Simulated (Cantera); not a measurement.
Charge: 1 mol Cu, 2.6 mol O2, 6.2 mol CO, held at 1.33 mbar.

Equilibrium computed with Cantera from the NASA thermochemical tables; the gas is ideal and each condensed phase is pure. Candidate condensed phases: C, Cu, CuO, Cu2O; 15 gas species. Equilibrium is a limit: real reactors are often held back by kinetics, nucleation or transport.

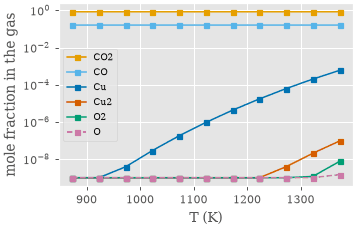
Figure: Equilibrium gas composition (values under 1e-9 drawn at 1e-9)

Question: Read off the mole fractions at 1273 K.

Answer: CO2 about 0.84, CO about 0.16, Cu about 6.2e-5.
